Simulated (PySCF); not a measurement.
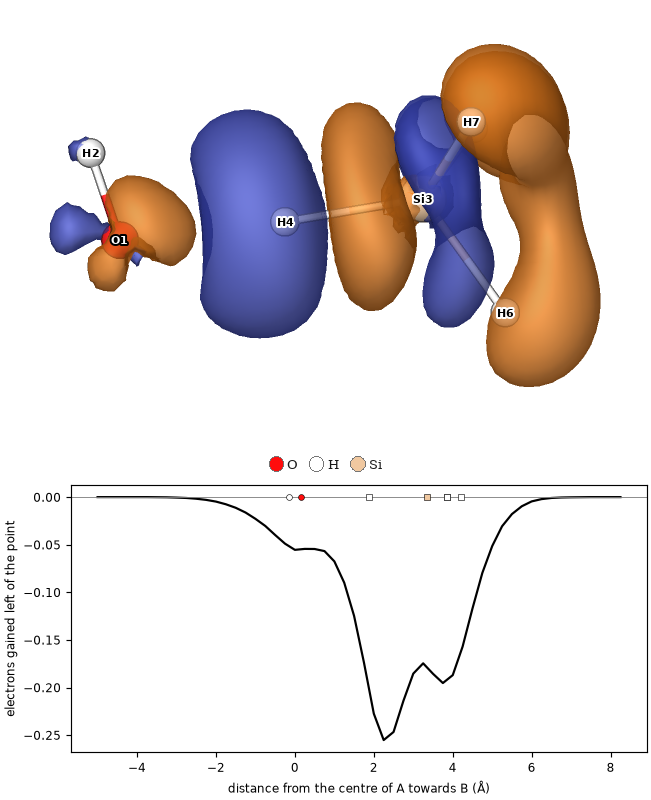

H5OSi, charge −1, SMILES `[OH-].[SiH4]`. Density of the complex less the densities of the two fragments at the same geometry, ±0.01 e/Å³ (orange: gain, blue: loss). Fragment A: OH(−1) (atoms 1–2); fragment B: SiH4. Below: the charge-displacement curve along the line of centres (A on the left).

Computed with PySCF, B3LYP/def2-SVPD, geometry: GFN2-xTB.

Coordinates in Å:

```
O1      -2.1486   -0.1095   -0.0001
H2      -2.3643    0.8330    0.0006
Si3      1.0610   -0.0006   -0.0002
H4      -0.4060   -0.0949   -0.0038
H5       1.6610    0.6784   -1.1707
H6       1.7977   -1.2810    0.0435
H7       1.6474    0.7491    1.1333
```

How is the density rearranged on binding?

Hirshfeld charges show 0.090 e passing from A to B. By Hirshfeld charges, electrons gather most on Si3 (−0.059 e) and leave H4 most (+0.110 e); 0.34 e is displaced in all.

What is the interaction energy, and which contacts carry it?

The counterpoise-corrected interaction energy of the frozen fragments is −9.6 kcal/mol without dispersion correction and −10.5 kcal/mol with D3(BJ). The pair geometry is semi-empirical, not a minimum at this level. Contacts: O1···H4, 1.74 Å, ρ = 0.049 a.u. The pose is a local one from a semi-empirical search, not shown to be the most stable.

Run time: 12 s on 1 thread of Arm Neoverse V2 (shared host), peak memory 0.38 GiB.
